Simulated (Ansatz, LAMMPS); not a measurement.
# An extra electron or hole in a frame of K+ BF4- in acetonitrile and tetrahydrofuran and propylene carbonate from 300 K (588 atoms): runs compared

Aim: add and remove one electron in a frame of K+ BF4- in acetonitrile and tetrahydrofuran and propylene carbonate from 300 K (588 atoms), with atoms held and relaxed, and read trapping energy and localisation.

Computed with Ansatz 0.2.0: Kohn-Sham DFT, PBE+D4, PAW (set soft_2), plane waves.

## (1) The cell as built

The cell holds 588 atoms: 172 C, 70 O, 296 H, 14 N, 6 B, 24 F and 6 K. Its edges and angles: a = 18.946 Å, b = 18.946 Å, c = 18.946 Å, α = 90.0°, β = 90.0°, γ = 90.0°. 14 acetonitrile, 19 tetrahydrofuran, 17 propylene carbonate, 6 K+, 6 BF4- placed at random, at 1.08 g/cm³; overlaps pushed apart, then 10 ps at 550 K with stiff harmonic cages for PF6 and BF4 with UFF radii; Joung-Cheatham ions (J. Phys. Chem. B 112, 9020 (2008)); MMFF94 bonds, angles, torsions, charges and radii (Halgren, J. Comput. Chem. 17, 490 (1996)) in harmonic and 12-6 forms; charges of ions scaled by 0.8. Snapshot after 30 ps at 300 K and fixed volume.

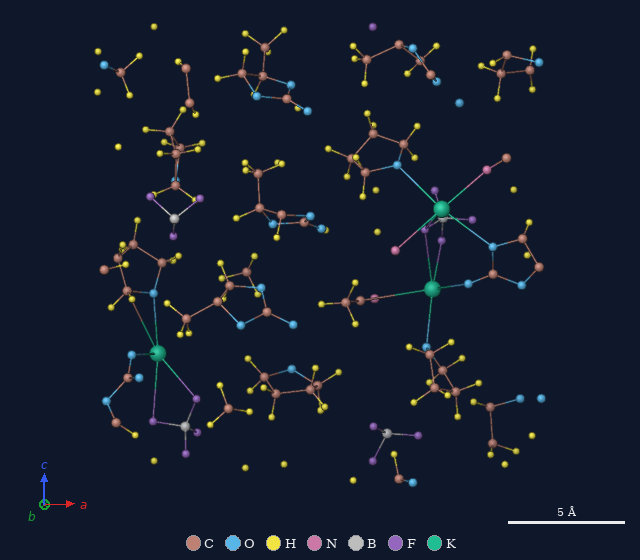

The cell as built. Drawn is a slice 7 Å thick, seen along the normal of the ac plane. Bonds to atoms that aren't drawn are left out.

Limits known from the start: The network of contacts between molecules at the start is that of the classical potential that made the cell, and needn't be the one that DFT or experiment would give. Sampling is at Γ alone, for a cell whose shortest periodic width is 19 Å. The liquid is relaxed first, so the results are those of a frozen frame at zero temperature.

## (2) The reference run

The reference is a single point at the end of the relaxation.

The charged cells start from the geometry of this run, on a uniform background, with spin and a narrow Fermi–Dirac smearing.

Its input, with most atom lines left out:

```yaml
crystal:
  lattice:
    - [18.94644, 0.0, 0.0]
    - [0.0, 18.94644, 0.0]
    - [0.0, 0.0, 18.94644]
  atoms:
    - { symbol: C, position: [0.06093, 0.54075, 0.50341] }
    - { symbol: C, position: [0.10288, 0.60913, 0.51471] }
    - { symbol: C, position: [0.15797, 0.60533, 0.45599] }
    - { symbol: O, position: [0.12692, 0.56358, 0.3997] }
    - { symbol: C, position: [0.05952, 0.53621, 0.42323] }
    - { symbol: H, position: [0.08955, 0.49552, 0.52595] }
    - { symbol: H, position: [0.00769, 0.54235, 0.52615] }
    [... atom lines 8 to 588 left out ...]
kpoints:
  mp_grid: { grid: [1, 1, 1] }
hamiltonian:
  xc: pbe
  dispersion: d4
scf:
  occupations: { method: fermi_dirac, width: 0.025 }
output:
  forces: true
  stress: true
  populations: true
  dos:
    method: { smearing: { sigma: 0.08 } }
    de: 0.1
    projected: { site_lists: { B: [B], C: [C], F: [F], H: [H], K: [K] } }
  eigenvalues: true
  write_density: true
  write_potential: true
  volumetric_format: npy
  elf: true
```

| Item | Value |
| --- | --- |
| free energy per atom | -208.4856 eV/atom |
| r.m.s. force component | 0.01767 eV/Å |
| pressure | -0.4037 GPa |

Filled and empty levels are parted by 4.42 eV (at Γ alone); a semilocal functional tends to put such gaps too low. In a disordered cell it changes from sample to sample and from frame to frame.

## (3) The runs

Each row is one run, on 1 × NVIDIA GB200 with 32 threads of Arm Neoverse V2, shared host. The free energy is the program's total, comparable only between runs with the same functional, potentials and atoms; between charge states it hangs on the program's zero of potential.

```csv
run,atoms,outcome,"ionic steps, all passes",free energy (eV),time,host memory (GiB),planned on the GPU (GiB)
Single point at the start,588,converged,-,-122559.794,6.1 s,2.4,22
Relaxation,588,cut at the time limit,48,-122589.504,4.9 min,2.6,-
Single point at the relaxed geometry,588,converged,-,-122589.504,9.3 s,3.5,23
"An extra electron, atoms held",588,converged,-,-122585.879,21 s,3.5,-
"An extra electron, atoms relaxed",588,cut at the time limit,22,-122586.106,3 min,3.1,-
"An extra electron, levels at the relaxed geometry",588,converged,-,-122586.106,14 s,3.5,-
Neutral at the geometry of the electron,588,converged,-,-122589.668,8.8 s,3.4,23
"HSE06, neutral at the geometry of the electron",588,converged,-,-122562.078,3.1 min,47,-
"An extra hole, atoms held",588,converged,-,-122588.506,56 s,4.7,-
"An extra hole, atoms relaxed",588,cut at the time limit,16,-122588.707,4.3 min,3.1,-
"An extra hole, levels at the relaxed geometry",588,converged,-,-122588.708,28 s,3.4,-
Neutral at the geometry of the hole,588,converged,-,-122589.584,9 s,3.4,23
```

In some runs the program notes that the dispersion model switches parameters near this geometry, the exchange-correlation potential is rough where the density is thin, starting moments were not kept, the exchange threshold is loose for the stress and the SCF threshold is loose for the stress. Further notices: magnetization residual over threshold.

## (4) Energies and spread of the extra charge

Energies are differences within one cell and functional; the shift is the gain plus the neutral cell's energy at the new geometry, that is how much cheaper the vertical process becomes there. The spread is the participation number of the site moments (1/Σw², over the spin inside atomic spheres), with the atom that holds the largest share and the spin that the spheres hold in all.

```
   carrier  charged less neutral, atoms held (eV)  gain on relaxing (eV)  neutral cell at that geometry, less the reference (eV)  shift of the vertical energy (eV)       spread, atoms held           spread, relaxed
electron *                                  3.625                  0.227                                                  -0.164                              0.063                        -                         -
    hole *                                  0.997                  0.201                                                  -0.080                              0.121  26; O173 7 % of 0.61 μB  21; O173 10 % of 0.61 μB
```

* The relaxation stopped at its limit.

## (5) Outcome

The cell with the extra electron gains 0.23 eV on relaxing, but the reference isn't at a minimum: the neutral cell itself lies 0.16 eV lower at the new geometry, which leaves a shift of 0.063 eV. The cell with the electron keeps a moment of only 0.00 μB where one unpaired electron should give 1 μB: the carrier is shared between both spins, which can hide trapping. The cell with the extra hole gains 0.20 eV on relaxing, but the reference isn't at a minimum: the neutral cell itself lies 0.080 eV lower at the new geometry, which leaves a shift of 0.12 eV. The spin goes from about 26 to 21 atoms. The cell with the hole ends on a moment of 0.88 μB, short of the 1 μB of one unpaired electron, so the spin density holds only part of the carrier. Adding the two vertical energies gives 4.62 eV, against a gap of 4.42 eV in the neutral cell. The zero of the potential cancels in this sum; the excess isn't taken apart here: charging of a small cell, filling of bands on a coarse mesh and the attraction to the background can all enter.

Caveats: Single energies of charged cells hang on the program's zero of potential. In the spin-polarised runs the search for a state of lower energy was switched off. No distortion was seeded, so a trapped state behind a barrier can't be found. Local and semilocal functionals favour spread-out charges, so trapping can be missed. The density was typed from a rule of thumb and may lie off the real one at this temperature. Charged cells carry a uniform background, with no correction for images.

The DFT runs together took 18 min of wall time.

[Logs are printed without paths, hosts, clocks, repeated set-up lines and the standing remarks that a program may print on its own settings, such as how far it seeks lower states.]

[Hosts, paths, dates, database ids (printed as entryN), source tags and the programs' standing remarks are cut or masked in the printed files.]

[The MMFF94 radii named for the starting cell were scaled by 0.96; in molecules described by MMFF94, hydrogen bound to N, O or S took a small fixed 12-6 site in their place.]
